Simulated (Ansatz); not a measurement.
System CsTlSe2 (space group P4/mmm, No. 123); source of the atomic positions: coordinates from a relaxation with Ansatz, DFT PBE, scalar-relativistic, plane waves, PAW; the starting structure was generated, so it need not be a known form of this composition.

```
CELL_PARAMETERS angstrom
5.57079 0.00000 0.00000
0.00000 5.57079 0.00000
0.00000 0.00000 5.27809
ATOMIC_POSITIONS crystal
Cs 0.50000 0.50000 0.50000
Tl 0.00000 0.00000 0.00000
Se 0.50000 0.00000 0.00000
Se 0.00000 0.50000 0.00000
```

Bonds are taken as Se–Tl below 3.1 Å; Cs is left out of the net, as the electropositive filling of the structure. The graph is simplified in the usual way: terminal and isolated atoms are pruned, two-connected atoms become edges.

Derive the underlying net.

The result is a uninodal 4-connected, two-periodic (layers) net: Tl is a 4-connected node. Se becomes part of the edges. It is the sql net, known from the square lattice. The layers lie parallel to (001).

```
node  links  point symbol  coordination sequence
  Tl      4       4^4.6^2           4 8 12 16 20
```

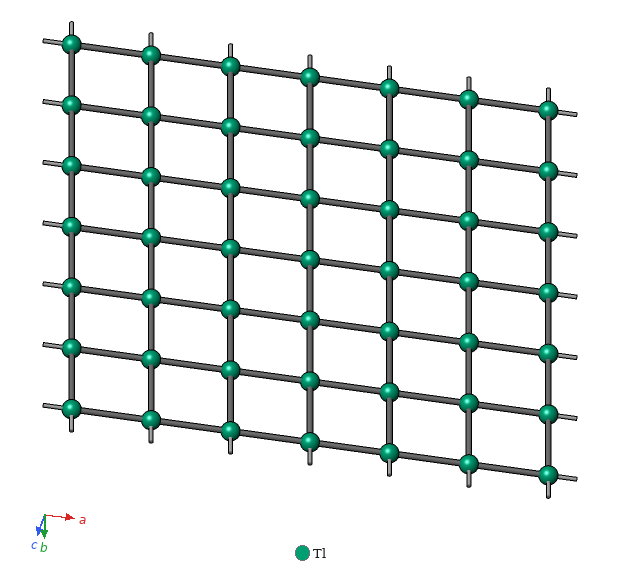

Nodes are coloured by topological kind. One layer is drawn. Edges to nodes outside the piece are drawn as stubs.
